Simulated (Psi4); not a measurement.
# GeHF2 (SMILES [F][GeH][F]): levels of theory compared

Wanted: a comparison of 3 runs (U-wB97X/3-21G, UB3LYP/6-31G*, UM06-2X/aug-cc-pVDZ) of GeHF2. 

Program for the calculation: Psi4 1.11.

## Step 1: Starting point

GeHF2 has 4 atoms, charge 0, and is taken as a doublet. SMILES: `[F][GeH][F]`. The shape is that of a PBE0-D4/def2-TZVP optimisation.

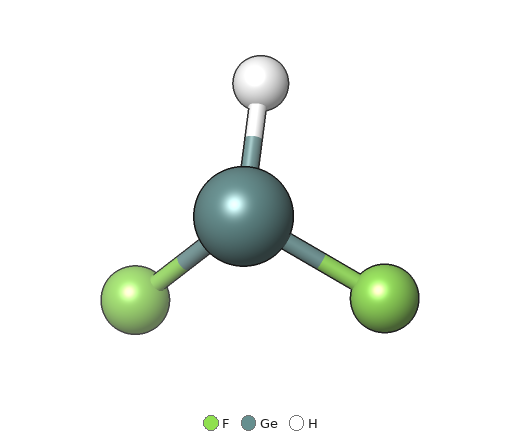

The structure, seen from a chosen angle (fluorine green, germanium teal, hydrogen white).

## Step 2: A single-point energy at U-wB97X/3-21G (run 1)

Input file f2geh.xyz:

```xyz
4
F2GeH
F     -0.250300    -0.050400     1.551900
Ge     0.499400    -0.086500    -0.009500
F     -0.446800    -1.234800    -0.896800
H      0.253200     1.311400    -0.665800
```

Input file calc.py:

```python
import psi4

psi4.set_memory('1600 MB')
psi4.set_num_threads(1)
psi4.set_output_file('f2geh.out', False)

with open('f2geh.xyz') as f:
    atoms = ''.join(f.readlines()[2:])
mol = psi4.geometry('0 2\n' + atoms + 'symmetry c1\nno_reorient\nno_com')

psi4.set_options({
    'basis': '3-21G',
    'reference': 'uks',
    'puream': True,
    'e_convergence': 1e-09,
    'd_convergence': 1e-08,
    'scf_type': 'pk',
    'dft_radial_points': 99,
    'dft_spherical_points': 590,
    'maxiter': 200,
})

result, w = psi4.energy('WB97X', return_wfn=True)
psi4.oeprop(w, 'MULLIKEN_CHARGES', 'MAYER_INDICES', 'LOWDIN_CHARGES', title='WB97X')
print(f'WB97X energy: {result:.10f} Eh')
for k, v in sorted(psi4.core.scalar_variables().items()):
    print(f'{k:45s} {v:18.10f}')
```

Run with:

```console
$ python calc.py
```

f2geh.out:

```text
[...]
  Running in c1 symmetry.
[...]
  Nuclear repulsion =  206.082072780868685
[...]
  Multiplicity = 2
[...]
  Nalpha       = 26
  Nbeta        = 25
[...]
    Number of basis functions: 42
[...]
   @UKS iter   1: -2265.88761480083713   -3.73186e+00   1.70697e-02 DIIS/ADIIS
[...]
   @UKS iter  13: -2266.16609370439846   -9.09495e-13   3.87158e-09 DIIS
[...]
   @S^2 Observed:                7.534525511E-01
[...]
  @UKS Final Energy: -2266.16609370439846
   => Energetics <=
    Nuclear Repulsion Energy =            206.0820727808686854
    One-Electron Energy =               -3573.3264722106018780
    Two-Electron Energy =                1178.9903554028735471
    DFT Exchange-Correlation Energy =     -77.9120496775387608
    Empirical Dispersion Energy =           0.0000000000000000
    VV10 Nonlocal Energy =                  0.0000000000000000
    Total Energy =                      -2266.1660937043980084
[...]
 Multipole Moments:
 ------------------------------------------------------------------------------------
     Multipole            Electronic (a.u.)      Nuclear  (a.u.)        Total (a.u.)
 ------------------------------------------------------------------------------------
 L = 1.  Multiply by 2.5417464519 to convert [e a0] to [Debye]
 Dipole X            :        -18.0949204           18.8218612            0.7269408
 Dipole Y            :         25.0834521          -24.6106592            0.4727929
 Dipole Z            :         -9.5960812            9.3089799           -0.2871013
 Magnitude           :                                                    0.9134568
[...]
```

On the terminal:

```text
WB97X energy: -2266.1660937044 Eh
CURRENT ENERGY                                  -2266.1660937044
CURRENT REFERENCE ENERGY                        -2266.1660937044
DD SOLVATION ENERGY                                 0.0000000000
DFT FUNCTIONAL TOTAL ENERGY                     -2266.1660937044
DFT TOTAL ENERGY                                -2266.1660937044
DFT VV10 ENERGY                                     0.0000000000
DFT XC ENERGY                                     -77.9120496775
GRID ELECTRONS ALPHA                               25.9999963798
GRID ELECTRONS BETA                                24.9999967620
GRID ELECTRONS TOTAL                               50.9999931418
NUCLEAR REPULSION ENERGY                          206.0820727809
ONE-ELECTRON ENERGY                             -3573.3264722106
PCM POLARIZATION ENERGY                             0.0000000000
PE ENERGY                                           0.0000000000
SCF ITERATION ENERGY                            -2266.1660937044
SCF ITERATIONS                                     13.0000000000
SCF TOTAL ENERGY                                -2266.1660937044
TWO-ELECTRON ENERGY                              1178.9903554029
XC GRID RADIAL POINTS                              99.0000000000
XC GRID SPHERICAL POINTS                          590.0000000000
XC GRID TOTAL POINTS                           223828.0000000000
```

Wall time 5.7 s (1 thread of Intel Xeon 6975P-C (Granite Rapids), shared host); peak memory 0.43 GiB.

## Step 3: The energy at UB3LYP/6-31G(d) (Cartesian functions) (run 2)

Input file input.inp:

```
memory 1600 mb

molecule system {
  0 2
  F
  Ge 1 1.732433
  F 2 1.732394 1 103.8318
  H 2 1.563799 3 106.95246 1 -112.88525
  symmetry c1
  no_reorient
  no_com
}

set basis 6-31G*
set reference uks
set puream false
set e_convergence 1e-09
set d_convergence 1e-08
set scf_type pk
set dft_radial_points 99
set dft_spherical_points 590
set maxiter 200

result, w = energy("b3lyp", return_wfn=True)
oeprop(w, "DIPOLE", "QUADRUPOLE", "LOWDIN_CHARGES")
print_variables()
```

Run with:

```console
$ psi4 -i input.inp -o input.out -n 1
```

input.out:

```text
[...]
  Running in c1 symmetry.
[...]
  Nuclear repulsion =  206.082057085436048
[...]
  Multiplicity = 2
[...]
  Nalpha       = 26
  Nbeta        = 25
[...]
    Number of basis functions: 67
[...]
   @UKS iter   1: -2275.67713039427372   -2.18805e+00   4.30277e-02 DIIS/ADIIS
[...]
   @UKS iter  13: -2277.06958907378112    3.63798e-12   2.51941e-09 DIIS
[...]
   @S^2 Observed:                7.528841544E-01
[...]
  @UKS Final Energy: -2277.06958907378112
   => Energetics <=
    Nuclear Repulsion Energy =            206.0820570854360483
    One-Electron Energy =               -3583.8154766991501674
    Two-Electron Energy =                1181.5013088608948237
    DFT Exchange-Correlation Energy =     -80.8374783209618926
    Empirical Dispersion Energy =           0.0000000000000000
    VV10 Nonlocal Energy =                  0.0000000000000000
    Total Energy =                      -2277.0695890737811169
[...]
 Multipole Moments:
 ------------------------------------------------------------------------------------
     Multipole            Electronic (a.u.)      Nuclear  (a.u.)        Total (a.u.)
 ------------------------------------------------------------------------------------
 L = 1.  Multiply by 2.5417464519 to convert [e a0] to [Debye]
 Dipole X            :         -1.3506064            1.4188975            0.0682911
 Dipole Y            :          1.4394833           -0.7356351            0.7038482
 Dipole Z            :          1.1282857           -0.5766233            0.5516624
 Magnitude           :                                                    0.8968820
 L = 2.  Multiply by 1.3450342976 to convert [e a0^2] to [Debye ang]
 Quadrupole XX       :        -25.6934676            6.6885410          -19.0049266
 Quadrupole XY       :         -4.1627205            4.2475864            0.0848658
[...]
```

Wall time 7.8 s (1 thread of Intel Xeon 6975P-C (Granite Rapids), shared host); peak memory 0.61 GiB.

## Step 4: The energy at UM06-2X/aug-cc-pVDZ (run 3)

f2geh.xyz is that of step 2.

Input file calc.py:

```python
import psi4

psi4.set_memory(1600000000)
psi4.set_num_threads(1)
psi4.set_output_file('f2geh.out', False)

with open('f2geh.xyz') as f:
    atoms = ''.join(f.readlines()[2:])
mol = psi4.geometry('0 2\n' + atoms + 'symmetry c1\nno_reorient\nno_com')

psi4.set_options({
    'basis': 'aug-cc-pVDZ',
    'reference': 'uks',
    'puream': True,
    'e_convergence': 1e-09,
    'd_convergence': 1e-08,
    'scf_type': 'pk',
    'dft_radial_points': 99,
    'dft_spherical_points': 590,
    'maxiter': 200,
})

e_tot, wfn = psi4.energy("m06-2x", return_wfn=True)
psi4.oeprop(wfn, "WIBERG_LOWDIN_INDICES", "DIPOLE", "LOWDIN_CHARGES")
print(f'm06-2x energy: {e_tot:.10f} Eh')
```

Run with:

```console
$ python calc.py
```

f2geh.out:

```text
[...]
  Running in c1 symmetry.
[...]
  Nuclear repulsion =  206.082072780868685
[...]
  Multiplicity = 2
[...]
  Nalpha       = 26
  Nbeta        = 25
[...]
    Number of basis functions: 91
[...]
   @UKS iter   1: -2276.77951714499841   -3.68432e+00   1.19175e-02 DIIS/ADIIS
[...]
   @UKS iter  13: -2277.26342276220839   -4.54747e-13   3.57146e-09 DIIS
[...]
   @S^2 Observed:                7.536669469E-01
[...]
  @UKS Final Energy: -2277.26342276220839
   => Energetics <=
    Nuclear Repulsion Energy =            206.0820727808686854
    One-Electron Energy =               -3583.5713812051080822
    Two-Electron Energy =                1147.6924171792302332
    DFT Exchange-Correlation Energy =     -47.4665315171993214
    Empirical Dispersion Energy =           0.0000000000000000
    VV10 Nonlocal Energy =                  0.0000000000000000
    Total Energy =                      -2277.2634227622083927
[...]
 Multipole Moments:
 ------------------------------------------------------------------------------------
     Multipole            Electronic (a.u.)      Nuclear  (a.u.)        Total (a.u.)
 ------------------------------------------------------------------------------------
 L = 1.  Multiply by 2.5417464519 to convert [e a0] to [Debye]
 Dipole X            :        -18.0185951           18.8218612            0.8032660
 Dipole Y            :         25.1633065          -24.6106592            0.5526473
 Dipole Z            :         -9.6408514            9.3089799           -0.3318715
 Magnitude           :                                                    1.0299486
[...]
```

Standard output:

```text
m06-2x energy: -2277.2634227622 Eh
```

Wall time 29 s (1 thread of Intel Xeon 6975P-C (Granite Rapids), shared host); peak memory 0.99 GiB.

## Step 5: Overview of the runs

```csv
run,level,Cartesian functions,energy (Eh),dipole moment (D),HOMO energy (eV),LUMO energy (eV),wall time
1,U-wB97X/3-21G,no,-2266.166094,2.32,-9.07,-1.75,5.7 s
2,UB3LYP/6-31G* (Cartesian functions),yes,-2277.069589,2.28,-7.01,-4.11,7.8 s
3,UM06-2X/aug-cc-pVDZ,no,-2277.263423,2.62,-8.70,-3.61,29 s
```

## Step 6: Results

| quantity | value |
| --- | --- |
| run 3: total energy | -2277.26342 Eh |
| run 3: dipole moment | 2.62 D |
| run 3: HOMO energy (highest over α and β) | -8.70 eV |
| run 3: LUMO energy (lowest over α and β) | -3.61 eV |
| run 3: ⟨S²⟩ | 0.754 |

In words: The dipole moment (its size) runs from 2.28 D (UB3LYP/6-31G*) to 2.62 D (UM06-2X/aug-cc-pVDZ). The two ends differ in method and basis. Totals of different functionals can't be ranked against each other. All runs together took 42 s, the longest 29 s.
